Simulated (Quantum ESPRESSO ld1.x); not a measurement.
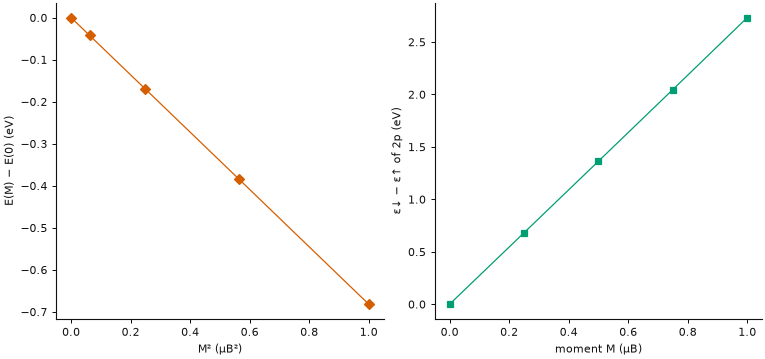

For Mg³⁺ in [He] 2s2 2p5, the spin moment of the 2p shell is fixed at a series of values. Computed with Quantum ESPRESSO ld1.x 7.5: scalar-relativistic Kohn-Sham, LDA (Slater exchange, VWN5 correlation), spin-polarised, spherical densities, point nucleus. The plot shows the energy and the exchange splitting.

### What is the spin-polarisation energy, and which exchange integral follows?

The energy falls with the moment, to −0.682 eV at M = 1 μB, the largest moment run; with one electron or hole in the shell the exact energy would hardly depend on M, so most of the fall is the functional's fractional-spin error. A fit E = −I M²/4 gives an exchange integral I of about 2.7 eV, and the exchange splitting grows nearly in proportion to M, to 2.73 eV (2.7 eV per μB).
